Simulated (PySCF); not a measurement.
Species, as SMILES: OO (H2O2).
Geometry (B3LYP-D3(BJ)/def2-TZVP, fixed):
```xyz
4

O      0.0155     0.7238    -0.0702
O     -0.0112    -0.7261    -0.0419
H      0.8057     0.8967     0.4614
H     -0.8394    -0.8786     0.4355
```
Charge 0, spin multiplicity 1.

Basis-set convergence of the mean static polarisability at PBE0 with PySCF. All functions are spherical. Density fitting with generated auxiliary sets. No added dispersion term, no relativity. Reference: the value in d-aug-cc-pVTZ, 15.36 bohr³, itself unsure by roughly 0.5 % (its mean distance from aug-pcseg-3, aug-cc-pVQZ, aug-pcseg-2). Deviations are taken from unrounded values. Cost is core time over that of def2-SVPD, rough, on shared machines of one kind; a dash marks a row that isn't timed (too short, read off another run, short of memory, by another algorithm or on other hardware).

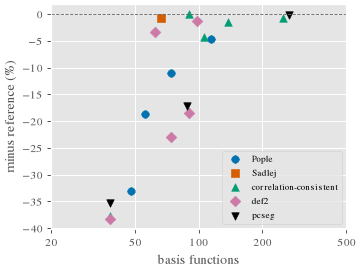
Fig. 1. Deviation from the reference against the number of basis functions, by family of sets.

| basis | functions | mean static polarisability (bohr³) | minus reference (%) | cost |
|---|---|---|---|---|
| cc-pVDZ | 38 | 9.57 | -37.7 | - |
| def2-SVP | 38 | 9.49 | -38.2 | 0.6× |
| pcseg-1 | 38 | 9.93 | -35.4 | - |
| 6-311G** | 48 | 10.28 | -33.1 | 0.6× |
| 6-311+G** | 56 | 12.48 | -18.7 | 0.7× |
| def2-SVPD | 62 | 14.83 | -3.4 | 1× |
| Sadlej pVTZ | 66 | 15.25 | -0.7 | 1× |
| 6-311++G(2d,2p) | 74 | 13.67 | -11.0 | 1× |
| def2-TZVP | 74 | 11.84 | -22.9 | 1× |
| pcseg-2 | 88 | 12.73 | -17.1 | 2× |
| d-aug-cc-pVDZ | 90 | 15.36 | 0.0 | 1× |
| def2-TZVPP | 90 | 12.51 | -18.5 | 1× |
| def2-TZVPD | 98 | 15.17 | -1.2 | 1× |
| jun-cc-pV(T+d)Z | 106 | 14.69 | -4.3 | 2× |
| 6-311++G(3df,3pd) | 114 | 14.64 | -4.7 | 2× |
| aug-cc-pVTZ | 138 | 15.12 | -1.6 | 4× |
| aug-cc-pVQZ | 252 | 15.25 | -0.7 | 20× |
| aug-pcseg-3 | 268 | 15.33 | -0.2 | 20× |
